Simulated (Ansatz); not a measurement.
# Sensitivity of the G0W0 gap of K2CdSe2O6 (R-3m)

Aim: change settings of a G0W0 run on K2CdSe2O6 (R-3m) and see what moves.

Calculated with Ansatz 0.2.0; G0W0 on PBE, plane waves, PAW; PAW set soft_1.

### 1. The starting structure

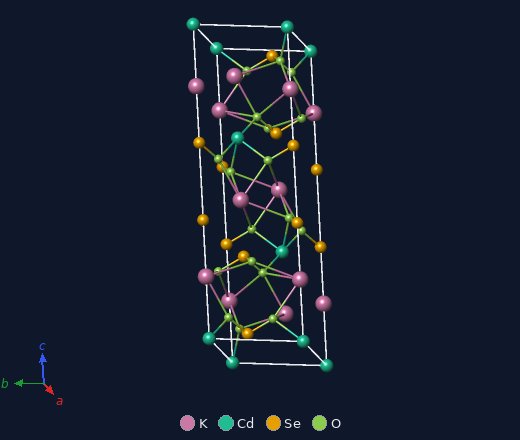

The starting structure, seen from a free direction (potassium pink, cadmium teal, selenium orange, oxygen green). This picture shows the conventional cell, with its axes. Bonds to atoms that aren't drawn are left out. Some periodic images of atoms are drawn too.

Geometry: measured cell, ions relaxed with PBE. The runs that relaxed it are not among those shown.

### 2. The base run: 2×2×2 mesh, 403 empty bands, screening to 100 eV, plasmon pole, PAW set soft_1 files

Now the one-shot GW correction: screening in the RPA, then the self-energy of the levels asked for. This step takes PAW set soft_1 files.

Input file input.yaml:

```yaml
crystal:
  lattice:
    - [2.84875, 1.6447265794, 6.3162]
    - [-2.84875, 1.6447265794, 6.3162]
    - [0.0, -3.2894531587, 6.3162]
  atoms:
    - { symbol: K, position: [0.8028368916, 0.8028368916, 0.8028368916] }
    - { symbol: K, position: [0.1971631084, 0.1971631084, 0.1971631084] }
    - { symbol: Cd, position: [0.0, 0.0, 0.0] }
    - { symbol: Se, position: [0.6229802507, 0.6229802507, 0.6229802507] }
    - { symbol: Se, position: [0.3770197493, 0.3770197493, 0.3770197493] }
    - { symbol: O, position: [0.7422192338, 0.269620956, 0.7422192338] }
    - { symbol: O, position: [0.7422192338, 0.7422192338, 0.269620956] }
    - { symbol: O, position: [0.269620956, 0.7422192338, 0.7422192338] }
    - { symbol: O, position: [0.2577807662, 0.730379044, 0.2577807662] }
    - { symbol: O, position: [0.730379044, 0.2577807662, 0.2577807662] }
    - { symbol: O, position: [0.2577807662, 0.2577807662, 0.730379044] }
kpoints:
  mp_grid: { grid: [2, 2, 2] }
hamiltonian:
  xc: pbe
  pseudopotentials: { kind: paw, azcp: { folder: soft_1 } }
scf:
  occupations: { method: fixed }
gw:
  n_empty_bands: 403
  ecut_chi: 100
  qp_bands: [v3, c3]
  qp_kpoints: band_edges
  screening: { model: godby_needs }
```

Run with:

```console
> ansatz run input.yaml --threads 2 --pin off --max-ram 92160MiB --backend cuda --events-out ev --progress --plain --runs-dir out --devices 1 --max-vram 13GiB
```

Numbers of over 12 decimals in the logs are rounded to 6 here.

The program printed:

```text
GPUs: using 1 of 1 available (devices: 1).
Engine: ansatz 0.2.0, x86_64-unknown-linux-gnu
Pseudopotentials: kind: paw
Pseudopotential: K, paw, valence charge 9, recommended cutoff 420 eV (normal), soft_1/K.paw.azcp
Pseudopotential: Cd, paw, valence charge 20, recommended cutoff 420 eV (normal), soft_1/Cd.paw.azcp
Pseudopotential: Se, paw, valence charge 16, recommended cutoff 420 eV (normal), soft_1/Se.paw.azcp
Pseudopotential: O, paw, valence charge 6, recommended cutoff 420 eV (normal), soft_1/O.paw.azcp
Functional definition: PBE
  parameter kappa = 0.804
  parameter beta = 0.066725
  exchange = pbe_x(kappa = kappa, mu = beta*pi^2/3)
  correlation = pbe_c(beta = beta)
device memory: the entry about to start is reckoned to put 3.0 GiB on a device that reports 43.8 GiB free (of which the cap on the GPU budget leaves the run 13.0 GiB)
GPU FFT provider: cuFFT
GPU libraries: cuBLAS 13.8.2, cuFFT 12.4.0, cuSOLVER 12.3.4
Crystal: 11 atoms, lattice volume = 177.564 Å³
Basis set: ecut = 420 eV, 3465 PW (Γ)
Bands: 64, of which v1, the nominal top of the filled ones, is band 53 counted from 1 (52 counted from 0)
Symmetry: 12 space group operations
Space group: R-3m (ITA 166), of the structure as read, at distance tolerance 5.6e-5 Å
k-points: 4 of 8
Non-local potential: K, projectors of the file, l = 0: 3, l = 1: 2, l = 2: 2
Non-local potential: Cd, projectors of the file, l = 0: 3, l = 1: 2, l = 2: 2, l = 3: 1
Non-local potential: Se, projectors of the file, l = 0: 2, l = 1: 2, l = 2: 3, l = 3: 1
Non-local potential: O, projectors of the file, l = 0: 2, l = 1: 2, l = 2: 1
PAW form: soft (Blöchl's): semilocal exchange-correlation on the pseudo side does not see the compensation charge
PAW one-centre angular grid: K, 110 points (default); XC on 64 Gauss nodes
PAW one-centre angular grid: Cd, 590 points (default); XC on 64 Gauss nodes
PAW one-centre angular grid: Se, 590 points (default); XC on 64 Gauss nodes
PAW one-centre angular grid: O, 110 points (default); XC on 64 Gauss nodes
Initial density: superposition of atomic densities (chi_scale 0.1, normalization cell, long waves kept (reshape's long-wave potential 0.04 eV rms))
Initial wavefunctions: pseudopotential atomic-orbital guess
GPU buffer pool allocated for 110592 grid points (all kernels)
GPU transforms: local potential and band sums: pruned to the plane-wave sphere, on 48×48×48
Functional: x = pbe(κ = 0.804, μ = 0.219515), c = pbe(β = 0.066725)
SCF iter   1: F=—  HF=-25681.301732 eV  |F-HF|=—  |Δ(HF+E_count)|=         —  Δρ=8.86e-2  dr2=2.57e1  ethr=3.10e-3  ⟨swp⟩=5.2  Hψ=818  notcnv=0  defer=30
preconditioner: auto → Resta (q_TF=auto, 2.504 Å⁻¹)  ε∞=3.7  [insulator: Δε(μ)=2.761 eV  Ē_g=14.464 eV  n_scr=46 (ndim 8)  ℏωp=24.0 eV  f_vac=0.008  ε∞_Penn≈3.7]
[...]
device memory: the entry about to start is reckoned to put 1.3 GiB on a device that reports 40.8 GiB free (of which the cap on the GPU budget leaves the run 13.0 GiB)
NSCF: frozen V_eff on 1 k-points
device memory: the entry about to start is reckoned to put 1.3 GiB on a device that reports 40.8 GiB free (of which the cap on the GPU budget leaves the run 13.0 GiB)
NSCF: frozen V_eff on 1 k-points
SCF converged after 11 iterations
Free energy (F): -25671.963039 eV
Harris-Foulkes:  -25671.963039 eV  (|F-HF|=5.61e-9)
Internal energy: -25671.963039 eV  (E = F + TS)
E sigma→0 (E₀):  -25671.963039 eV
Fermi energy:    5.537330 eV
--- Per-component energies (eV) ---
  E_band       = -1597.053810
  E_kinetic    = 2182.638556
  E_local      = -13562.797539  (includes V_loc(G=0)·N_el)
  E_nonlocal   = -242.046871
  E_hartree    = 6266.834401
  E_xc         = -1027.408751
  E_vxc        = -1256.058978  (∫ρ·V_xc dr)
  E_paw        = -10900.368071  (= ΣΔE_a)
  E_vpaw       = -1252.461553  (= ΣTr[D̂ρ^β])
  E_aug_tail   = 0.004196  (compensation charges beyond the density's cutoff)
  E_ewald      = -8388.818959
  E_smearing   = -0.000000  (= −TS)
  E_closure    = 0.000000  (closes the sum)
  Σ components = -25671.963039   (vs F -25671.963039, Δ=0.00e0)
--- Band table (eV) ---
  k-point 0: bands = [... 49 lower, 5.1721, 5.3010, 5.3010, 5.3375, 9.4003, 10.0774, 10.0774, 10.7455, ... 7 higher]
  k-point 1: bands = [... 49 lower, 4.9765, 5.0480, 5.2968, 5.5373, 10.0155, 10.1576, 10.9287, 11.7919, ... 7 higher]
  k-point 2: bands = [... 49 lower, 4.9601, 5.1608, 5.3660, 5.4591, 9.9602, 10.3168, 10.9598, 11.7412, ... 7 higher]
  k-point 3: bands = [... 49 lower, 5.1880, 5.2252, 5.2525, 5.2825, 9.7566, 10.1787, 10.2561, 10.2561, ... 7 higher]
--- G₀W₀: ω_p = 28.6901 eV, 8 q-points, 403 empty bands' worth ---
  eigenvalues of the whole cell's RPA ε∞ on this k-mesh (on a slab, of 1 + 4πα/V) = 2.6109, 3.5427, 3.5427; static W/v taken at q = 0 is 0.303365
  GN-PPA: 476720/1310033 pairs with Re ω̃² < 0 across q-mesh
  gw.qp_kpoints: band_edges: 4 of 4 stored k-points solved, in 1 pass; an edge of the gap read off the rows below is read off those points alone
    ik  band        ε_KS         Σx   Σc(E_QP)       V_xc       Z   E_QP_lin       E_QP  E_QP is
     0    51      5.3010   -27.9803     4.5585   -22.6157  0.7877     4.4910     4.4949  root
     0    52      5.3010   -27.9803     4.5585   -22.6157  0.7877     4.4910     4.4949  root
     0    53      5.3375   -26.4612     4.9360   -20.6909  0.7777     4.4984     4.5033  root
     0    54      9.4003    -9.9315    -4.0495   -15.0364  0.8437    10.4606    10.4557  root
     0    55     10.0774   -10.6635    -3.2434   -15.1717  0.8300    11.3479    11.3422  root
     0    56     10.0774   -10.6635    -3.2434   -15.1717  0.8300    11.3479    11.3422  root
     1    51      5.0480   -23.0075     3.4363   -18.5626  0.8001     4.0311     4.0394  root
     1    52      5.2968   -27.7508     4.5992   -22.3534  0.7864     4.4944     4.4986  root
[...]
3    53      5.2825   -26.3652     4.9403   -20.5752  0.7778     4.4278     4.4329  root
     3    54      9.7566   -10.8868    -4.1478   -16.2915  0.8377    11.0207    11.0135  root
     3    55     10.1787   -10.1952    -3.7815   -15.1874  0.8407    11.3955    11.3895  root
     3    56     10.2561   -11.0412    -3.2840   -15.6450  0.8270    11.5823    11.5759  root
```

Run time: 11 s. Hardware: 1 × NVIDIA H100 80GB HBM3 (shared by 6 runs) with 2 threads of AMD EPYC 7R13 (Zen 3), shared host; peak memory 1.4 GiB.

In the SCF lines HF is the Harris–Foulkes energy and dr2 the Hartree energy of the density residual, in eV; the loop may stop once dr2 is under the threshold and the program's other checks hold. Hψ counts applications of the Hamiltonian.

Numbers from this step:

| Property | Result |
| --- | --- |
| bands summed | 456 |
| plasmon-pole fit frequency | 28.69 eV |
| RPA ε∞ on this mesh (eigenvalues) | 2.611, 3.543, 3.543 |
| plane waves in the screening matrix | 401 |
| q-points in the mesh | 8 |
| G0W0 gap on the mesh | 5.782 eV |
| k of the valence top | 0, 0, -0.5 |
| k of the conduction bottom | 0, 0, 0 |
| starting gap on the mesh | 3.863 eV |
| Z at the valence top | 0.7943 |
| Z at the conduction bottom | 0.8437 |
| least direct G0W0 gap on the computed points | 5.952 eV |

The gap on the mesh goes from 3.86 eV to 5.78 eV, a correction of +1.92 eV. Between the two edge states, bare exchange in place of the xc potential would open the gap by 9.67 eV, and correlation takes back 7.76 eV.

### 3. Variant: plasmon pole at a typed frequency

Changes to input.yaml since step 2:

```diff
@@ -30 +30,2 @@
   screening: { model: godby_needs }
+  plasmon_pole_fit_frequency: 25
```

The program printed:

```text
GPUs: using 1 of 1 available (devices: 1).
[...]
GPU FFT provider: cuFFT
GPU libraries: cuBLAS 13.8.2, cuFFT 12.4.0, cuSOLVER 12.3.4
Crystal: 11 atoms, lattice volume = 177.564 Å³
Basis set: ecut = 420 eV, 3465 PW (Γ)
Bands: 64, of which v1, the nominal top of the filled ones, is band 53 counted from 1 (52 counted from 0)
Symmetry: 12 space group operations
[...]
k-points: 4 of 8
[...]
GPU buffer pool allocated for 110592 grid points (all kernels)
[...]
SCF iter   1: F=—  HF=-25681.301732 eV  |F-HF|=—  |Δ(HF+E_count)|=         —  Δρ=8.86e-2  dr2=2.57e1  ethr=3.10e-3  ⟨swp⟩=5.2  Hψ=818  notcnv=0  defer=30
[...]
SCF iter  11: F=-25671.963039 eV  HF=-25671.963039 eV  |F-HF|=5.61e-9  |Δ(HF+E_count)|=   7.08e-8  Δρ=1.86e-6  dr2=6.41e-9  ethr=9.43e-11  ⟨swp⟩=13.0  Hψ=1085  notcnv=0
SCF 1 converged in 11 iterations: F = -25671.963039 eV  dr2 = 6.41e-9
[...]
NSCF: frozen V_eff on 4 k-points
[...]
G₀W₀ screening: q 1/4
[... further progress lines ...]
[...]
SCF converged after 11 iterations
Free energy (F): -25671.963039 eV
[...]
Internal energy: -25671.963039 eV  (E = F + TS)
E sigma→0 (E₀):  -25671.963039 eV
Fermi energy:    5.537330 eV
[...]
--- Band table (eV) ---
  k-point 0: bands = [... 49 lower, 5.1721, 5.3010, 5.3010, 5.3375, 9.4003, 10.0774, 10.0774, 10.7455, ... 7 higher]
  k-point 1: bands = [... 49 lower, 4.9765, 5.0480, 5.2968, 5.5373, 10.0155, 10.1576, 10.9287, 11.7919, ... 7 higher]
  k-point 2: bands = [... 49 lower, 4.9601, 5.1608, 5.3660, 5.4591, 9.9602, 10.3168, 10.9598, 11.7412, ... 7 higher]
  k-point 3: bands = [... 49 lower, 5.1880, 5.2252, 5.2525, 5.2825, 9.7566, 10.1787, 10.2561, 10.2561, ... 7 higher]
--- G₀W₀: ω_p = 25.0000 eV, 8 q-points, 403 empty bands' worth ---
[...]
GN-PPA: 487820/1310033 pairs with Re ω̃² < 0 across q-mesh
[...]
0    51      5.3010   -27.9803     4.5717   -22.6157  0.7839     4.5037     4.5081  root
     0    52      5.3010   -27.9803     4.5717   -22.6157  0.7839     4.5037     4.5081  root
     0    53      5.3375   -26.4612     4.9504   -20.6909  0.7735     4.5126     4.5176  root
     0    54      9.4003    -9.9315    -4.0398   -15.0364  0.8411    10.4706    10.4654  root
     0    55     10.0774   -10.6635    -3.2386   -15.1717  0.8262    11.3541    11.3470  root
     0    56     10.0774   -10.6635    -3.2386   -15.1717  0.8262    11.3541    11.3470  root
     1    51      5.0480   -23.0075     3.4528   -18.5626  0.7955     4.0505     4.0559  root
     1    52      5.2968   -27.7508     4.6123   -22.3534  0.7828     4.5073     4.5116  root
[...]
3    53      5.2825   -26.3652     4.9551   -20.5752  0.7736     4.4422     4.4476  root
     3    54      9.7566   -10.8868    -4.1401   -16.2915  0.8349    11.0282    11.0211  root
     3    55     10.1787   -10.1952    -3.7757   -15.1874  0.8373    11.4025    11.3952  root
     3    56     10.2561   -11.0412    -3.2802   -15.6450  0.8231    11.5877    11.5797  root
```

The job ended after 8.6 s (1 × NVIDIA H100 80GB HBM3 (shared by 6 runs) with 2 threads; peak memory 1.4 GiB; 12 s of CPU time).

The G0W0 gap on the mesh is 5.776 eV.

Against the base:

```
                   setting  base  variant
plasmon pole fit frequency     -       25
```

```
                                    quantity  variant   base
                    starting gap on the mesh    3.863  3.863
                        G0W0 gap on the mesh    5.776  5.782
least direct G0W0 gap on the computed points    5.948  5.952
                        Z at the valence top    0.790  0.794
                  Z at the conduction bottom    0.841  0.844
```

### 4. Outcome

| Item | Value |
| --- | --- |
| base | 5.78 eV, 11 s |
| plasmon pole at a typed frequency | 5.78 eV, 8.6 s |

What this shows: Plasmon pole at a typed frequency: the gap moves by −0.01 eV. All runs here use a coarse mesh and modest cutoffs; they test settings and are not final values. The 2×2×2 mesh is coarse for this cell (its supercell is 14 Å along the shortest edge). The RPA ε∞ on it, from the PBE start, is 2.61 and 3.54; such meshes misread the long-range screening, most where the gap is narrow. A d shell, filled or nearly so, lies near the gap. One-shot GW converges very slowly in bands there, not always from below, and on a semilocal start the gap tends to come out low; starts rich in exact exchange can overshoot instead. The many-body steps are scalar-relativistic: spin-orbit coupling is not in them.

[Paths, hosts, dates, memory and timing lines, banners, echoed tables and standing remarks are left out of the program output.]

[Logs are printed without paths, hosts, clocks, repeated set-up lines and the standing remarks that a program may print on its own settings, such as how far it seeks lower states.]

[Runs of the session that timed out or met a known fault of the program may be left out.]

[Cells called generated may have been cut or substituted from an entry of the Crystallography Open Database or the Materials Project.]

[Hosts, paths, dates, database ids (printed as entryN), source tags and the programs' standing remarks are cut or masked in the printed files.]
